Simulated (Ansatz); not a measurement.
## Run report: C$_{2}$HCl$_{2}$F (charge +1), geometry relaxation

System: C$_{2}$HCl$_{2}$F (ctk1b6630), charge +1, multiplicity 2.
Method: HF/3-21G, UHF (Ansatz 0.2.0).

The starting geometry was optimised with HF/3-21G. Figures and captions count atoms from 1; the log counts them from 0 in places.

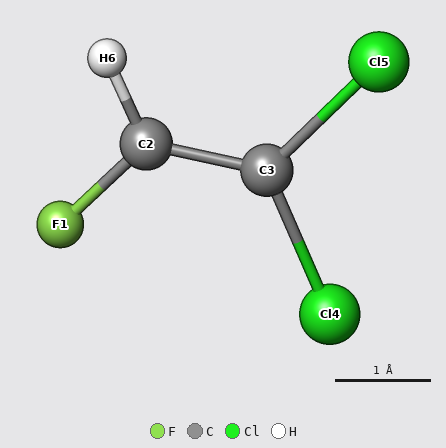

Figure 1. The input geometry (ball-and-stick view, seen at a tilt; atoms are numbered from 1 in the order of the input). Bond lengths as drawn: C–C 1.30 Å, C–Cl 1.78 to 1.79 Å, C–F 1.35 Å and C–H 1.07 Å.

**Input file**
```yaml
crystal:
  periodic: [false, false, false]
  atoms:
    - {symbol: F, position_ang: [0.373031, -1.472474, 1.026983]}
    - {symbol: C, position_ang: [0.337252, -0.179837, 0.641797]}
    - {symbol: C, position_ang: [-0.234034, 0.195844, -0.463069]}
    - {symbol: Cl, position_ang: [-1.020401, -0.953810, -1.568855]}
    - {symbol: Cl, position_ang: [-0.268298, 1.914437, -0.951669]}
    - {symbol: H, position_ang: [0.812469, 0.495850, 1.314802]}
basis:
  gaussian: {orbitals: 3-21G.json}
total_charge: 1
magnetization: {spin_polarized: true, initial_magnetization: 1}
hamiltonian: {xc: hf}
relax: {}
```

Hardware: 1 thread of Arm Neoverse V2, 112 GiB of memory available, shared host.

Launched with:
```bash
ansatz run job.yaml --threads 1 --pin off --max-ram 3480MiB --events-out events.jsonl --progress --plain --runs-dir runs
```

**What the program printed**
```
The last accepted step is kept in runs//last_step.txt (removed where the run ends without a failure and the disk answers)
Functional definition: HF
  name "HF"
  exchange = exact_x
  correlation = 0
719 factors; integrals over basis functions are off by at most 4.7e-4 eV
mean field evaluation 1: about -29628.9020 eV, gradient 2.5e1 eV
mean field evaluation 2: about -29628.9065 eV, gradient 2.5e1 eV
mean field evaluation 4: about -29631.9664 eV, gradient 2.1e0 eV
mean field evaluation 8: about -29632.0591 eV, gradient 1.5e-1 eV
mean field evaluation 16: about -29630.3513 eV, gradient 9.5e-1 eV
mean field -29632.06014103 eV, -1088.9581248512 hartree, gradient 3.0e-5 eV, S^2 0.756474; 0 other end points of the search recorded, 0 dependent functions left out
the calculation of the forces begins
reference -29632.06014103 eV, -1088.9581248512 hartree; 28, 27 occupied and 27, 28 virtual orbitals, 719 factors
relax step   1: F+E_penalty+E_count = -29632.06014103 eV  Δ(F+E_penalty+E_count) = +0.000e0 eV  max|allowed force component| = 5.962e0 eV/Å  Δτ_max = 0.0000 Å  (60 SCF iters, accepted)
these checks for a lower state are left out or cut short: starts, cluster_reference, orbital_swaps, neighbouring_geometries, increment
719 factors; integrals over basis functions are off by at most 4.7e-4 eV
mean field evaluation 32: about -29632.3820 eV, gradient 4.3e-2 eV
mean field -29632.38203544 eV, -1088.9699542525 hartree, gradient 9.5e-6 eV, S^2 0.755634; 0 other end points of the search recorded, 0 dependent functions left out
the calculation of the forces begins
reference -29632.38203544 eV, -1088.9699542525 hartree; 28, 27 occupied and 27, 28 virtual orbitals, 719 factors
relax step   2: F+E_penalty+E_count = -29632.38203544 eV  Δ(F+E_penalty+E_count) = -3.219e-1 eV  max|allowed force component| = 1.729e0 eV/Å  Δτ_max = 0.0430 Å  (44 SCF iters, accepted)
these checks for a lower state are left out or cut short: starts, cluster_reference, orbital_swaps, neighbouring_geometries, increment
719 factors; integrals over basis functions are off by at most 4.7e-4 eV
mean field -29632.43151522 eV, -1088.9717726009 hartree, gradient 1.1e-5 eV, S^2 0.755033; 0 other end points of the search recorded, 0 dependent functions left out
the calculation of the forces begins
reference -29632.43151522 eV, -1088.9717726009 hartree; 28, 27 occupied and 27, 28 virtual orbitals, 719 factors
relax step   3: F+E_penalty+E_count = -29632.43151522 eV  Δ(F+E_penalty+E_count) = -4.948e-2 eV  max|allowed force component| = 2.021e-1 eV/Å  Δτ_max = 0.0262 Å  (37 SCF iters, accepted)
these checks for a lower state are left out or cut short: starts, cluster_reference, orbital_swaps, neighbouring_geometries, increment
719 factors; integrals over basis functions are off by at most 4.7e-4 eV
mean field -29632.43253542 eV, -1088.9718100924 hartree, gradient 9.4e-6 eV, S^2 0.755007; 0 other end points of the search recorded, 0 dependent functions left out
the calculation of the forces begins
reference -29632.43253542 eV, -1088.9718100924 hartree; 28, 27 occupied and 27, 28 virtual orbitals, 719 factors
relax step   4: F+E_penalty+E_count = -29632.43253542 eV  Δ(F+E_penalty+E_count) = -1.020e-3 eV  max|allowed force component| = 4.404e-2 eV/Å  Δτ_max = 0.0044 Å  (40 SCF iters, accepted)
these checks for a lower state are left out or cut short: starts, cluster_reference, orbital_swaps, neighbouring_geometries, increment
719 factors; integrals over basis functions are off by at most 4.7e-4 eV
mean field -29632.43258295 eV, -1088.9718118392 hartree, gradient 9.2e-6 eV, S^2 0.755013; 0 other end points of the search recorded, 0 dependent functions left out
the calculation of the forces begins
reference -29632.43258295 eV, -1088.9718118392 hartree; 28, 27 occupied and 27, 28 virtual orbitals, 719 factors
relax step   5: F+E_penalty+E_count = -29632.43258295 eV  Δ(F+E_penalty+E_count) = -4.753e-5 eV  max|allowed force component| = 2.252e-2 eV/Å  Δτ_max = 0.0026 Å  (40 SCF iters, accepted)
these checks for a lower state are left out or cut short: starts, cluster_reference, orbital_swaps, neighbouring_geometries, increment
719 factors; integrals over basis functions are off by at most 4.7e-4 eV
mean field evaluation 64: about -29632.4326 eV, gradient 9.3e-6 eV
mean field -29632.43261060 eV, -1088.9718128553 hartree, gradient 9.3e-6 eV, S^2 0.755009; 0 other end points of the search recorded, 0 dependent functions left out
the calculation of the forces begins
reference -29632.43261060 eV, -1088.9718128553 hartree; 28, 27 occupied and 27, 28 virtual orbitals, 719 factors
relax step   6: F+E_penalty+E_count = -29632.43261060 eV  Δ(F+E_penalty+E_count) = -2.765e-5 eV  max|allowed force component| = 4.354e-3 eV/Å  Δτ_max = 0.0009 Å  (41 SCF iters, accepted)
```

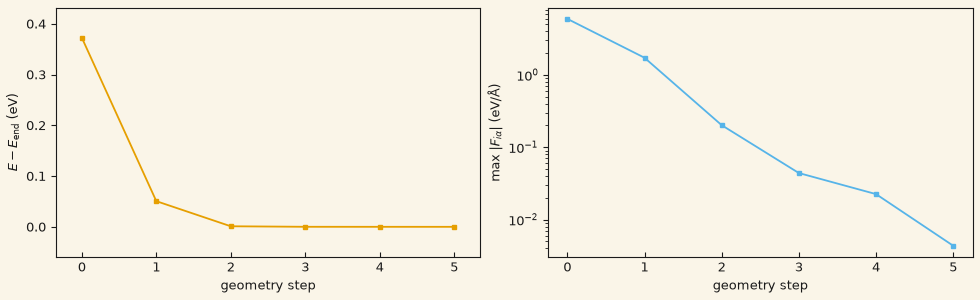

Figure 2. Progress of the relaxation, step by step (the first geometry is step 0 here and step 1 in the log).

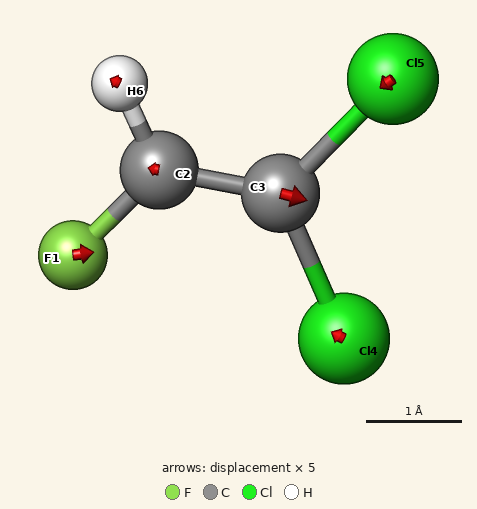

Figure 3. The starting structure with the displacements as red arrows, magnified 5 times (ball-and-stick view, seen at a tilt). The two geometries are laid on each other by the best rigid fit. The largest move after the best rigid fit is that of C3, 0.060 Å. Largest moves by element: C 0.060 Å, F 0.047 Å, Cl 0.037 Å, H 0.024 Å. Among the contacts that change: C2–C3 1.299 → 1.385 Å, C3–Cl5 1.787 → 1.725 Å, C3–Cl4 1.778 → 1.718 Å, F1–C2 1.349 → 1.300 Å. Among the angles that change: Cl4–C3–Cl5 116.3° → 120.6°, F1–C2–H6 114.5° → 117.0°, F1–C2–C3 122.1° → 119.7°. After 5 geometry steps the energy has fallen by 0.372 eV. The largest force component goes from 6 to 0.0044 eV/Å. (Atoms are counted from 1 in the order of the input.)

```
719 factors; integrals over basis functions are off by at most 4.7e-4 eV
mean field -29632.43261060 eV, -1088.9718128553 hartree, gradient 9.3e-6 eV, S^2 0.755009; 1 other end points of the search recorded, 0 dependent functions left out
the calculation of the forces begins
reference -29632.43261060 eV, -1088.9718128553 hartree; 28, 27 occupied and 27, 28 virtual orbitals, 719 factors
Total energy: -29632.43261060 eV, -1088.9718128553 hartree
Atom 0 at     0.357834    -1.444438     0.993007 Å, force    -0.000918     0.001313     0.001043 eV/Å
Atom 1 at     0.348187    -0.187409     0.663520 Å, force     0.004354    -0.001521    -0.001912 eV/Å
Atom 2 at    -0.261719     0.208206    -0.515166 Å, force    -0.001175     0.002176     0.001583 eV/Å
Atom 3 at    -1.004565    -0.953158    -1.541081 Å, force    -0.000663    -0.000234    -0.001572 eV/Å
Atom 4 at    -0.264295     1.881112    -0.936279 Å, force     0.000031    -0.001815     0.000167 eV/Å
Atom 5 at     0.824578     0.495697     1.335989 Å, force    -0.001628     0.000081     0.000691 eV/Å
Dipole moment:     0.310273     0.247192     0.487916 e Å
```

**Trajectory as extended XYZ (Å, eV, eV/Å), 6 frames, from step=1 to step=6**
```
6
Properties=species:S:1:pos:R:3:forces:R:3 step=1 energy=-29632.06014
F     0.3730   -1.4725    1.0270   -0.1842   2.2060  -0.8753
C     0.3373   -0.1798    0.6418    2.3786  -3.4204   5.0623
C    -0.2340    0.1958   -0.4631   -3.1328   1.6714  -5.9619
Cl   -1.0204   -0.9538   -1.5689    0.6741   0.7595   1.0042
Cl   -0.2683    1.9144   -0.9517    0.1394  -1.2962   0.5695
H     0.8125    0.4959    1.3148    0.1249   0.0797   0.2013
6
Properties=species:S:1:pos:R:3:forces:R:3 step=2 energy=-29632.38203
F     0.3684   -1.4514    1.0136   -0.1165   0.8013  -0.4059
C     0.3459   -0.1842    0.6581    0.6160  -1.1381   1.3742
C    -0.2539    0.2043   -0.5003   -0.9054   0.5058  -1.7288
Cl   -1.0170   -0.9574   -1.5619    0.3631   0.4352   0.5344
Cl   -0.2688    1.9025   -0.9496    0.0559  -0.7231   0.2790
H     0.8254    0.4862    1.3400   -0.0130   0.1189  -0.0528
6
Properties=species:S:1:pos:R:3:forces:R:3 step=3 energy=-29632.43152
F     0.3588   -1.4393    0.9936   -0.0218  -0.1707   0.0045
C     0.3470   -0.1856    0.6606    0.1184   0.0214   0.2021
C    -0.2617    0.2072   -0.5149   -0.0699   0.0953  -0.1465
Cl   -1.0050   -0.9532   -1.5417    0.0013  -0.0079   0.0041
Cl   -0.2646    1.8802   -0.9365   -0.0017   0.0023  -0.0036
H     0.8254    0.4908    1.3389   -0.0262   0.0596  -0.0605
6
Properties=species:S:1:pos:R:3:forces:R:3 step=4 energy=-29632.43253
F     0.3584   -1.4437    0.9939   -0.0105   0.0037  -0.0215
C     0.3482   -0.1868    0.6626    0.0168  -0.0299   0.0440
C    -0.2621    0.2084   -0.5157    0.0062   0.0061   0.0060
Cl   -1.0047   -0.9529   -1.5412   -0.0054  -0.0080  -0.0071
Cl   -0.2646    1.8810   -0.9369   -0.0006   0.0059  -0.0020
H     0.8248    0.4939    1.3373   -0.0065   0.0223  -0.0195
6
Properties=species:S:1:pos:R:3:forces:R:3 step=5 energy=-29632.43258
F     0.3576   -1.4444    0.9926    0.0073  -0.0151   0.0166
C     0.3488   -0.1874    0.6640   -0.0114   0.0091  -0.0225
C    -0.2615    0.2076   -0.5148   -0.0033   0.0188  -0.0098
Cl   -1.0050   -0.9529   -1.5418    0.0068   0.0011   0.0115
Cl   -0.2645    1.8807   -0.9364    0.0015  -0.0060   0.0040
H     0.8247    0.4963    1.3363   -0.0009  -0.0078   0.0002
6
Properties=species:S:1:pos:R:3:forces:R:3 step=6 energy=-29632.43261
F     0.3578   -1.4444    0.9930   -0.0009   0.0013   0.0010
C     0.3482   -0.1874    0.6635    0.0044  -0.0015  -0.0019
C    -0.2617    0.2082   -0.5152   -0.0012   0.0022   0.0016
Cl   -1.0046   -0.9532   -1.5411   -0.0007  -0.0002  -0.0016
Cl   -0.2643    1.8811   -0.9363    0.0000  -0.0018   0.0002
H     0.8246    0.4957    1.3360   -0.0016   0.0001   0.0007
```

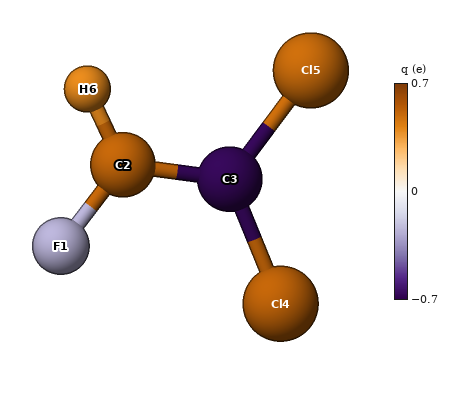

Figure 4. Mulliken charges, as the colour of each atom (ball-and-stick view, seen on its broad side; atoms are numbered from 1 in the order of the input; Mulliken charges depend strongly on the basis). By element: F −0.26, C −0.66 to +0.51, Cl +0.49 to +0.52 and H +0.40 e.

**Summary**

```csv
quantity,value
outcome,converged
total energy,−1088.971813 hartree
basis functions,55
largest force,0.005 eV/Å
⟨S²⟩,0.755
SCF solution under orbital rotations,stable
wall time,9.3 s
peak memory,0.14 GiB
```
